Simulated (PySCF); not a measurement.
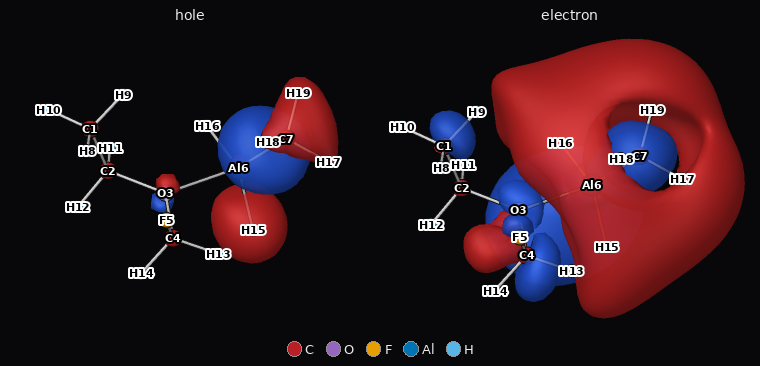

*C$_{4}$H$_{12}$AlFO, SMILES `CC[O+](CF)[AlH2-][CH3]`. Leading natural transition orbital pair of S₃ (full linear response singlet states); the surfaces enclose about 70 % of each orbital's density.*

Method: BHandHLYP/6-31G*; geometry: GFN2-xTB; program: PySCF. No frequency check shows the geometry to be a minimum. Without diffuse functions Rydberg states are missing, so the states' numbers hold for this basis only.

Input

```python
import numpy as np
from pyscf import gto, scf, dft, tdscf
from pyscf.scf import atom_ks, atom_hf
from scipy.linalg import block_diag

def solve(mol, dm0=None, hcore=None):
    mf = (dft.UKS if mol.spin else dft.RKS)(mol, xc='bhandhlyp')
    mf.grids.level = 3
    mf = mf.density_fit(auxbasis='def2-universal-jkfit')
    mf.conv_tol, mf.max_cycle = 1e-8, 80
    if hcore is not None:
        mf.get_hcore = lambda *args: hcore
    mf.kernel(dm0)
    if not mf.converged:
        mf = mf.newton().run(mf.mo_coeff, mf.mo_occ, max_cycle=30)
    assert mf.converged, 'SCF not converged'
    return mf

mol = gto.M(atom='''
C      2.05644    -0.80457     1.05538
C      1.48136    -0.98082    -0.34074
O      0.29888    -0.20783    -0.55065
C      0.45078     1.12099    -0.84126
F      0.87436     1.82630     0.24931
Al    -1.56425    -0.73502    -0.43058
C     -2.30893     0.32050     1.09932
H      2.41734     0.20807     1.21436
H      1.28546    -1.02116     1.79089
H      2.88258    -1.49631     1.19489
H      1.15266    -2.01293    -0.48225
H      2.21626    -0.72251    -1.11231
H     -0.53890     1.50591    -1.11556
H      1.19358     1.29780    -1.63339
H     -1.90128    -0.25849    -1.90094
H     -1.20397    -2.25709    -0.30372
H     -3.17047     0.91980     0.77548
H     -1.63549     1.02029     1.61093
H     -2.70059    -0.33871     1.88433
''', basis='6-31g*', charge=0, spin=0, verbose=4)
mf = solve(mol)
td = mf.TDDFT()
td.nstates, td.singlet, td.conv_tol = 4, True, 1e-5
td.kernel()
td.analyze()
x, y = np.array([p[0] for p in td.xy]), np.array([p[1] + 0 * p[0] for p in td.xy])
f, mu = td.oscillator_strength(), td.transition_dipole()
nto = [td.get_nto(state=i + 1, verbose=4) for i in range(len(td.e))]
# spherically averaged free atoms, for the promolecule
atm = atom_ks.get_atm_nrks(mol, xc='bhandhlyp')
pro = block_diag(*[(atm[a[0]][2] * atm[a[0]][3]) @ atm[a[0]][2].T for a in mol._atom])
np.savez('result.npz', e=td.e, f=f, ok=td.converged, w=[n[0] for n in nto], nto=[n[1] for n in nto], x=x, y=y, c=mf.mo_coeff, occ=mf.mo_occ, eps=mf.mo_energy, pro=pro, mu=mu)
```

Run with:

```sh
OMP_NUM_THREADS=1 python input.py
```

The run took 20 min on 1 thread of Intel(R) Xeon(R) Processor @ 2.50GHz (Skylake/Cascade Lake), on a shared host, peak memory 0.89 GiB.

Where does the state lie, and where do hole and electron sit?

8.22 eV (151 nm), f = 0.186 (bright); the leading pair carries 98 %; hole on C7 (42 %), Al6 (24 %) and H15 (17 %), electron on Al6 (33 %), C7 (14 %) and H19 (8 %); their centroids lie 0.5 Å apart. In canonical orbitals it is mainly HOMO → LUMO+1 (93 %). The HOMO–LUMO gap is 9.97 eV.
